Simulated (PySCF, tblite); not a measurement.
# C₄H₁₁B₂N₂ radical: geometry, infrared bands and EPR parameters

Wanted: the infrared bands and EPR parameters of C₄H₁₁B₂N₂ radical (`B[N]BN1CCCC1`), by calculation.

The runs use tblite 0.8.0 and PySCF 2.14.0, with density-fitted response routines of our own; the level of theory stands in each step. All values are computed, except where a source is named. Atoms are numbered from 0 throughout.

## 1. Starting geometry

19 atoms, charge 0, multiplicity 2; geometry from: force field or distance geometry start.

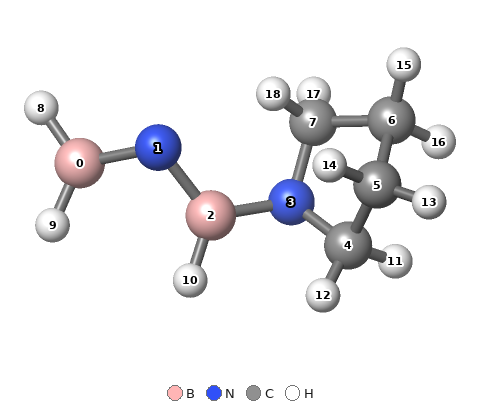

As it starts; boron pink, nitrogen blue, carbon grey, hydrogen white, atoms numbered; sticks join atoms by distance.

## 2. Geometry optimisation with GFN2-xTB

The job: settings as JSON, then the geometry in Å.

```
{"job": {"kind": "relax", "xc": "GFN2-xTB", "basis": "xTB"}, "charge": 0, "multiplicity": 2}
B      3.515500     0.450400    -0.260400
N      2.044300     0.629100    -0.682500
B      1.281800    -0.610200    -0.216400
N     -0.011700    -0.473500     0.595000
C     -1.059400    -1.290200    -0.002600
C     -1.793100    -0.266500    -0.879300
C     -1.938200     0.825900     0.180600
C     -0.481400     0.885800     0.647700
H      4.146000     1.450200    -0.135000
H      4.046400    -0.592200    -0.383000
H      1.697300    -1.710700    -0.357600
H     -1.726800    -1.621200     0.827600
H     -0.656400    -2.123100    -0.582600
H     -2.747000    -0.632400    -1.252100
H     -1.112400     0.122400    -1.656500
H     -2.290700     1.776500    -0.224800
H     -2.609500     0.394900     0.951500
H     -0.359400     1.371200     1.612600
H      0.045100     1.422600    -0.174500
```

On the command line:

```sh
$ OMP_NUM_THREADS=1 python probes_run.py task.json out
```

One launch serves the whole session: the jobs run in the order shown.

The program printed:

```text
step      E/eV     max force
  0    -610.45419    5.365
  1    -611.24323    3.715
  2    -611.54323    6.125
  3    -611.78942    1.437
  4    -611.87240    1.027
  5    -612.00527    0.972
  6    -612.06173    0.882
  7    -612.20828    0.763
  8    -612.25855    0.677
  9    -612.32941    0.692
 10    -612.39016    0.686
 11    -612.45950    0.708
 12    -612.52078    0.614
 13    -612.56919    0.488
 14    -612.60365    0.422
 15    -612.63374    0.443
 16    -612.65472    0.337
 17    -612.66804    0.215
 18    -612.67939    0.386
 19    -612.68889    0.224
 20    -612.69706    0.204
 21    -612.70340    0.215
 22    -612.70854    0.193
 23    -612.71339    0.178
 24    -612.71830    0.206
 25    -612.72361    0.206
 26    -612.72863    0.204
 27    -612.73289    0.164
 28    -612.73675    0.170
 29    -612.74100    0.162
 30    -612.74653    0.226
 31    -612.75364    0.271
 32    -612.76126    0.222
 33    -612.76738    0.144
 34    -612.77165    0.147
 35    -612.77508    0.144
 36    -612.77810    0.166
 37    -612.78092    0.158
 38    -612.78317    0.145
 39    -612.78503    0.114
 40    -612.78651    0.103
 41    -612.78802    0.112
 42    -612.78972    0.126
 43    -612.79238    0.132
 44    -612.79535    0.135
 45    -612.79808    0.112
 46    -612.80003    0.110
 47    -612.80165    0.099
 48    -612.80318    0.108
 49    -612.80461    0.090
 50    -612.80590    0.109
 51    -612.80707    0.079
 52    -612.80818    0.079
 53    -612.80934    0.085
 54    -612.81049    0.093
 55    -612.81165    0.083
 56    -612.81287    0.081
 57    -612.81426    0.099
 58    -612.81559    0.097
 59    -612.81679    0.083
 60    -612.81798    0.101
 61    -612.81942    0.087
 62    -612.82132    0.094
 63    -612.82395    0.106
 64    -612.82649    0.092
 65    -612.82837    0.110
 66    -612.82976    0.099
 67    -612.83098    0.077
 68    -612.83190    0.070
 69    -612.83307    0.081
 70    -612.83372    0.064
 71    -612.83471    0.079
 72    -612.83563    0.067
 73    -612.83655    0.059
 74    -612.83727    0.060
 75    -612.83806    0.083
 76    -612.83903    0.082
 77    -612.84047    0.084
 78    -612.84237    0.101
 79    -612.84460    0.111
 80    -612.84717    0.118
 81    -612.85039    0.136
 82    -612.85331    0.159
 83    -612.85566    0.162
 84    -612.85862    0.153
 85    -612.86171    0.098
 86    -612.86496    0.098
 87    -612.86802    0.101
 88    -612.87023    0.119
 89    -612.87183    0.173
 90    -612.87348    0.190
 91    -612.87608    0.141
 92    -612.87925    0.097
 93    -612.88099    0.132
 94    -612.88247    0.082
 95    -612.88358    0.072
 96    -612.88427    0.113
 97    -612.88504    0.050
 98    -612.88563    0.036
 99    -612.88618    0.037
100    -612.88647    0.036
101    -612.88684    0.035
102    -612.88712    0.033
103    -612.88737    0.025
104    -612.88756    0.025
105    -612.88773    0.025
106    -612.88790    0.029
107    -612.88807    0.030
108    -612.88825    0.027
109    -612.88841    0.035
110    -612.88857    0.037
111    -612.88879    0.038
112    -612.88912    0.038
113    -612.88963    0.044
114    -612.89004    0.049
115    -612.89034    0.076
116    -612.89070    0.066
117    -612.89129    0.049
118    -612.89293    0.076
119    -612.89385    0.084
120    -612.89525    0.075
121    -612.89543    0.206
122    -612.89798    0.093
123    -612.89954    0.077
124    -612.90066    0.132
125    -612.90131    0.039
126    -612.90186    0.051
127    -612.90244    0.070
128    -612.90277    0.058
129    -612.90321    0.034
130    -612.90341    0.033
131    -612.90357    0.029
132    -612.90369    0.027
133    -612.90377    0.048
134    -612.90387    0.021
135    -612.90404    0.021
136    -612.90417    0.035
137    -612.90443    0.042
138    -612.90468    0.046
139    -612.90494    0.038
140    -612.90516    0.039
141    -612.90540    0.037
142    -612.90563    0.046
143    -612.90587    0.047
144    -612.90612    0.033
145    -612.90638    0.029
146    -612.90659    0.039
147    -612.90679    0.040
148    -612.90697    0.030
149    -612.90720    0.034
150    -612.90751    0.040
151    -612.90797    0.055
152    -612.90857    0.066
153    -612.90945    0.084
154    -612.91047    0.091
155    -612.91221    0.126
156    -612.91371    0.107
157    -612.91511    0.110
158    -612.91560    0.130
159    -612.91680    0.156
160    -612.91753    0.094
161    -612.91854    0.043
162    -612.91943    0.075
163    -612.91990    0.049
164    -612.92026    0.030
165    -612.92052    0.050
166    -612.92080    0.047
167    -612.92107    0.035
168    -612.92133    0.030
169    -612.92153    0.030
170    -612.92171    0.023
171    -612.92182    0.018
172    -612.92187    0.021
173    -612.92191    0.011
174    -612.92194    0.012
175    -612.92195    0.011
176    -612.92196    0.008
```

Run time: 0.97 s. Hardware: 1 thread of Arm Neoverse V2, shared host.

Step by step: (not every step is listed)

| step | energy from step 0 (eV) | largest force (eV/Å) |
| --- | --- | --- |
| 0 | 0.0000 | 5.3653 |
| 1 | -0.7890 | 3.7152 |
| 2 | -1.0890 | 6.1254 |
| 3 | -1.3352 | 1.4370 |
| 4 | -1.4182 | 1.0273 |
| 5 | -1.5511 | 0.9715 |
| 6 | -1.6075 | 0.8816 |
| 7 | -1.7541 | 0.7628 |
| 8 | -1.8044 | 0.6771 |
| 24 | -2.2641 | 0.2059 |
| 40 | -2.3323 | 0.1031 |
| 56 | -2.3587 | 0.0808 |
| 72 | -2.3814 | 0.0672 |
| 88 | -2.4160 | 0.1195 |
| 104 | -2.4334 | 0.0246 |
| 120 | -2.4411 | 0.0751 |
| 136 | -2.4500 | 0.0349 |
| 152 | -2.4544 | 0.0657 |
| 168 | -2.4671 | 0.0298 |
| 171 | -2.4676 | 0.0183 |
| 172 | -2.4677 | 0.0215 |
| 173 | -2.4677 | 0.0114 |
| 174 | -2.4677 | 0.0121 |
| 175 | -2.4678 | 0.0109 |
| 176 | -2.4678 | 0.0085 |

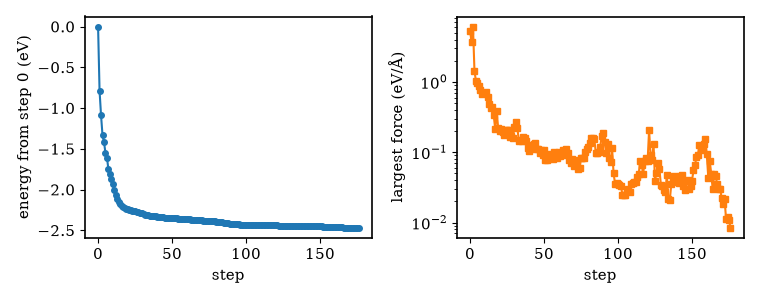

Energy and force, step by step.

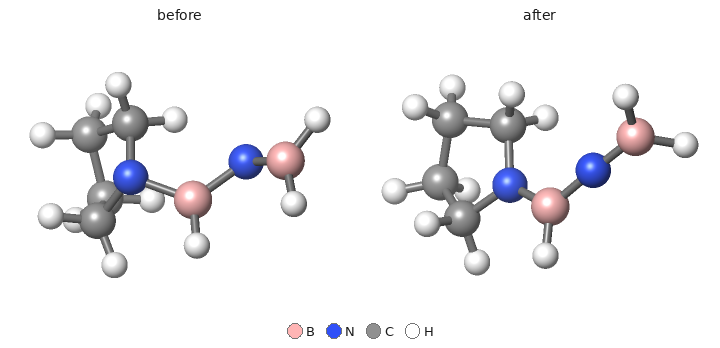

Before and after, at one scale.

Distances of close pairs at the start and the end, largest changes first:

| bond | before (Å) | after (Å) | change (Å) |
| --- | --- | --- | --- |
| B0–N1 | 1.541 | 1.317 | -0.224 |
| N1–B2 | 1.528 | 1.375 | -0.153 |
| B2–N3 | 1.533 | 1.415 | -0.118 |
| C6–H16 | 1.109 | 1.091 | -0.018 |
| C7–H18 | 1.114 | 1.098 | -0.016 |
| C4–H11 | 1.115 | 1.099 | -0.016 |
| C5–H14 | 1.104 | 1.091 | -0.013 |
| N3–C4 | 1.457 | 1.446 | -0.011 |

The final coordinates are the input of the step that follows.

## 3. Harmonic vibrations with GFN2-xTB

The job: settings as JSON, then the geometry in Å.

```
{"job": {"kind": "ir", "xc": "GFN2-xTB", "basis": "xTB"}, "charge": 0, "multiplicity": 2}
B      3.518327     0.617048     0.141014
N      2.475344    -0.166988    -0.035431
B      1.403552    -0.999978    -0.254508
N      0.087284    -0.482476    -0.219302
C     -1.114493    -1.265787    -0.398477
C     -2.233155    -0.241482    -0.583191
C     -1.767027     0.899297     0.317345
C     -0.253574     0.890385     0.097742
H      4.256194     0.882269    -0.744040
H      3.760558     1.093552     1.196660
H      1.537811    -2.150953    -0.473127
H     -1.305866    -1.877072     0.494813
H     -1.006272    -1.943280    -1.248581
H     -3.209319    -0.634415    -0.306148
H     -2.268406     0.091146    -1.621466
H     -2.218191     1.856037     0.062618
H     -1.998524     0.670314     1.358585
H      0.304305     1.236770     0.970429
H      0.021649     1.534864    -0.747232
```

The program printed:

```text
mode    cm-1     km/mol
  1      36.1      0.70
  2      79.2      2.69
  3      96.6      2.45
  4     126.1      6.34
  5     221.5      1.50
  6     231.2      5.44
  7     249.9      1.06
  8     341.5     10.27
  9     398.4      3.90
 10     578.1      2.41
 11     611.3      4.69
 12     712.4      6.99
 13     742.4     87.14
 14     769.2     46.24
 15     804.5      6.52
 16     873.4      1.43
 17     888.0      0.24
 18     934.2      1.23
 19     957.5      9.67
 20     986.8      1.45
 21    1008.2      0.95
 22    1039.6      0.31
 23    1083.2      1.24
 24    1098.6      0.46
 25    1126.7     11.19
 26    1136.9     17.62
 27    1163.7      3.99
 28    1194.1     11.36
 29    1208.6      7.08
 30    1221.0     16.76
 31    1275.4      2.36
 32    1285.3      0.25
 33    1311.7      0.15
 34    1314.1      1.41
 35    1338.5     22.55
 36    1477.9      0.17
 37    1478.6      0.04
 38    1484.8      1.33
 39    1497.2      1.95
 40    1705.1     93.31
 41    2428.2     54.75
 42    2460.1    156.96
 43    2525.9    184.67
 44    2870.2     51.84
 45    2889.6     34.30
 46    2964.6     18.46
 47    2967.2     30.94
 48    2985.4      0.91
 49    2998.4     84.74
 50    3019.8     36.10
 51    3023.6     65.71
```

Wall time 0.5 s (1 thread of Arm Neoverse V2, shared host).

Which atoms move in the most intense modes:

| cm⁻¹ | km/mol | atoms |
| --- | --- | --- |
| 742 | 87.1 | H10 58 %, B2 30 % |
| 1705 | 93.3 | N1 60 %, B0 30 % |
| 2428 | 54.8 | H9 56 %, H8 33 %, B0 10 % |
| 2460 | 157.0 | H8 59 %, H9 36 % |
| 2526 | 184.7 | H10 92 % |
| 2870 | 51.8 | H11 90 % |
| 2998 | 84.7 | H14 54 %, H16 37 % |
| 3024 | 65.7 | H15 59 %, H13 29 % |

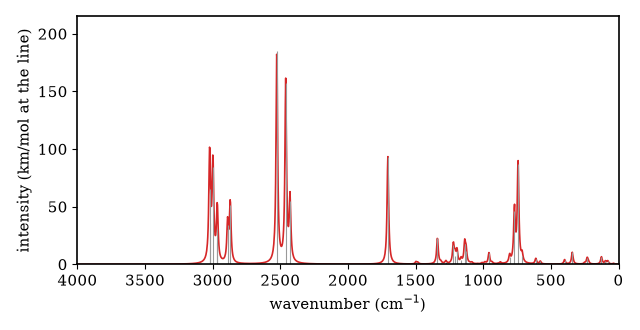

The infrared spectrum from these modes, unscaled. Lines are broadened to a width of 14 cm⁻¹ (Lorentzian).

## 4. g tensor and hyperfine couplings: B3LYP/pcH-1

Settings changed since step 3:

```diff
@@ -1,2 +1,2 @@
-{"job": {"kind": "ir", "xc": "GFN2-xTB", "basis": "xTB"}, "charge": 0, "multiplicity": 2}
+{"job": {"kind": "epr", "basis": "pcH-1"}, "charge": 0, "multiplicity": 2}
 B      3.518327     0.617048     0.141014
```

Method: UKS B3LYP, pcH-1 on B C H N, non-relativistic, mean-field spin-orbit, GIAO.

The program printed:

```text
UKS, coarse grid
  cycle   1  E = -318.20099737  |g| = 4.30e-01
  cycle   2  E = -317.91606960  |g| = 8.77e-01
  cycle   3  E = -318.30988463  |g| = 1.09e-01
  cycle   4  E = -318.31497388  |g| = 7.43e-02
  cycle   5  E = -318.31765086  |g| = 2.10e-02
  cycle   6  E = -318.31792170  |g| = 1.40e-02
  cycle   7  E = -318.31804091  |g| = 7.19e-03
  cycle   8  E = -318.31808556  |g| = 2.47e-03
  cycle   9  E = -318.31809107  |g| = 8.73e-04
UKS, final grid
  cycle   1  E = -318.31808935  |g| = 1.11e-03
  cycle   2  E = -318.31808735  |g| = 2.58e-03
  cycle   3  E = -318.31809048  |g| = 3.01e-04
  cycle   4  E = -318.31809059  |g| = 2.24e-04
  cycle   5  E = -318.31809073  |g| = 6.60e-05
  cycle   6  E = -318.31809074  |g| = 2.52e-05
E = -318.31809074 Eh   <S^2> = 0.7637 (exact 0.7500)
g shifts (ppm)      1          2          3
  rmc          -208       -208       -208
  gc              9         46         49
  oz_so         186       1921       1999
  total         -13       1759       1840
hyperfine (MHz)  atom isotope    a_iso     a_fc   dipolar eigenvalues
    0   11B     -49.78     -49.78     -9.66      2.34      7.32
    1   14N      20.21      20.21    -31.08    -26.89     57.98
    2   11B     -29.20     -29.20     -9.49     -0.04      9.53
    3   14N      15.84      15.84    -13.43    -12.76     26.19
    4   13C     -10.38     -10.38     -1.28     -0.18      1.46
    5   13C       1.89       1.89     -0.65     -0.49      1.14
    6   13C       0.13       0.13     -0.62     -0.28      0.89
    7   13C     -10.08     -10.08     -1.10      0.10      0.99
    8    1H     231.39     231.39     -4.62     -2.72      7.34
    9    1H     231.76     231.76     -4.72     -2.57      7.28
   10    1H      29.70      29.70     -5.09     -1.52      6.61
   11    1H      44.65      44.65     -2.25     -1.80      4.05
   12    1H      23.16      23.16     -2.38     -1.16      3.55
   13    1H       0.61       0.61     -0.89     -0.70      1.59
   14    1H      -0.54      -0.54     -1.28     -1.08      2.36
   15    1H      -0.79      -0.79     -0.94     -0.77      1.71
   16    1H      -0.55      -0.55     -1.23     -1.02      2.25
   17    1H      17.38      17.38     -3.89     -1.12      5.01
   18    1H      41.21      41.21     -2.54     -1.34      3.89
```

Run time: 86 s. Hardware: 1 thread of Arm Neoverse V2, shared host; peak memory 1.1 GiB.

Principal g values 2.00231, 2.00408, 2.00416; g(iso) = 2.00351, against 2.00232 for a free electron.

Mean a(iso) over the nuclei that a row names, and the largest dipolar term of the row (other rows stand at the frozen geometry):

| nuclei | isotope | a(iso) (MHz) | a(iso) (G, at g = 2.0023) | largest dipolar term (MHz) |
| --- | --- | --- | --- | --- |
| H8, H9 | 1H | 231.6 | 82.6 | 7.3 |
| B0 | 11B | -49.8 | -17.8 | -9.7 |
| H11, H12, H17, H18 | 1H | 31.6 | 11.3 | 5.0 |
| H10 | 1H | 29.7 | 10.6 | 6.6 |
| B2 | 11B | -29.2 | -10.4 | 9.5 |
| N1 | 14N | 20.2 | 7.2 | 58.0 |
| N3 | 14N | 15.8 | 5.7 | 26.2 |
| C4, C7 | 13C | -10.2 | -3.7 | 1.5 |
| C5, C6 | 13C | 1.0 | 0.4 | 1.1 |
| H13, H14, H15, H16 | 1H | -0.3 | -0.1 | 2.4 |

Mulliken spin populations:

B0 -0.13; N1 0.67; B2 -0.10; N3 0.26; C4 -0.02; C5 0.00; C6 0.00; C7 -0.02; H8 0.12; H9 0.12; H10 0.02; H11 0.02; H12 0.01; H13 0.00; H14 0.00; H15 0.00; H16 0.00; H17 0.01; H18 0.02

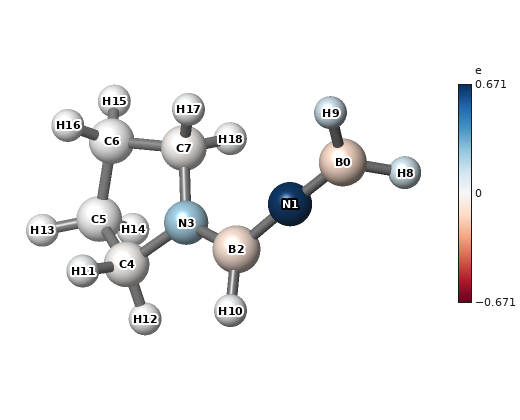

Mulliken spin populations, as colours on the atoms.

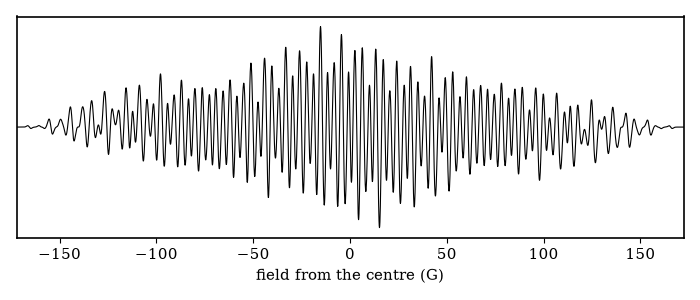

First-order isotropic spectrum (first derivative, main isotopes with spin only, couplings over 0.8 MHz, Gaussian width 0.8 G; couplings of the frozen geometry, rotation of groups not averaged beyond the rows shown).

The fields below are evaluated on a grid from the run's orbitals.

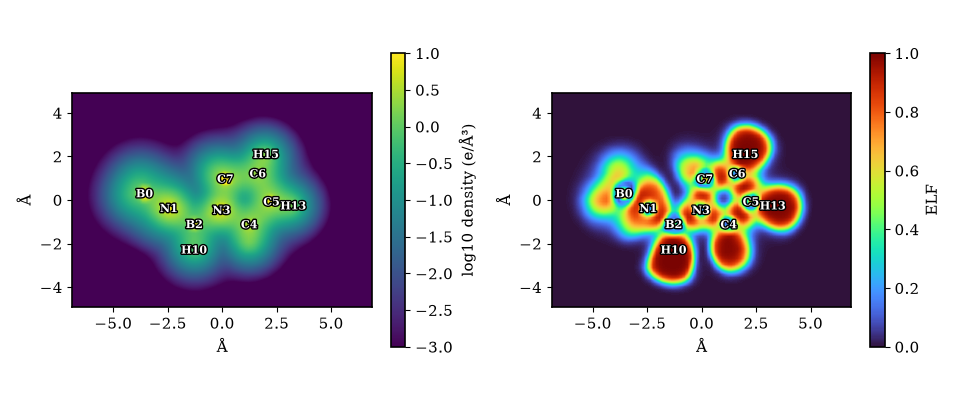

Density (left) and ELF (right) in a plane through or near 11 of the atoms.

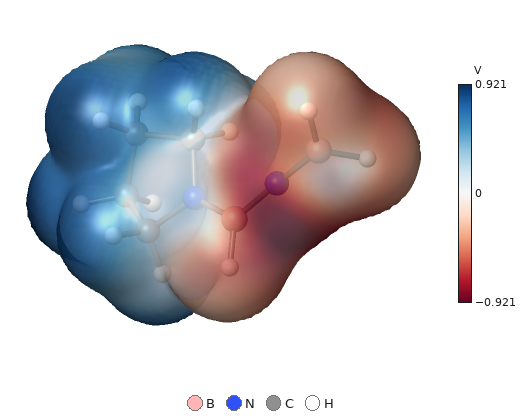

The potential that a unit positive charge feels on the 0.002 e/bohr³ surface, from -0.84 V near N1 to 0.92 V near H13.

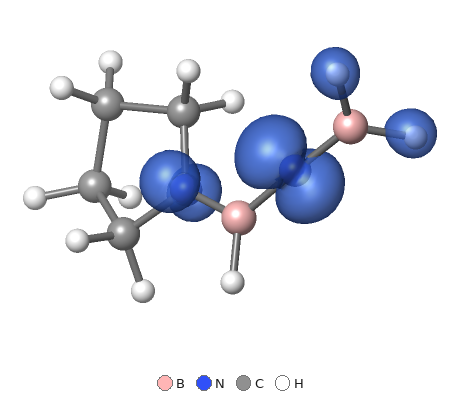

Spin density at ±0.06 e/Å³ (alpha excess blue, beta excess red).

## 5. Outcome

| quantity | value |
| --- | --- |
| strongest single infrared mode (GFN2-xTB) | 2526 cm⁻¹, 185 km/mol |
| zero-point energy (GFN2-xTB) | 96.1 kcal/mol |
| g(iso) (B3LYP) | 2.00351 |
| ⟨S²⟩ | 0.764 (exact 0.75) |
| largest a(iso) (averaged by class) | 1H on H8, H9, 231.6 MHz |
| potential on the surface of density 0.002 e/bohr³, 1st and 99th percentile | -0.84 V and 0.92 V |

**Reading.** The optimisation took 176 steps and gained 2.468 eV; among the close pairs (by a distance rule), B0–N1 changed most, from 1.541 to 1.317 Å. No mode is imaginary among the 51: a minimum at this level. The strongest single mode, at 2526 cm⁻¹, moves mainly H10. Unscaled tight-binding wavenumbers are off by several per cent, some by more. Its intensities can rank the bands wrongly. N1 carries the largest spin population, 0.67 e. The isotropic g lies 1.2 ppt above the free-electron value. The conformer search found further structures of the same energy, which may be mirror or relabelled copies of this one.
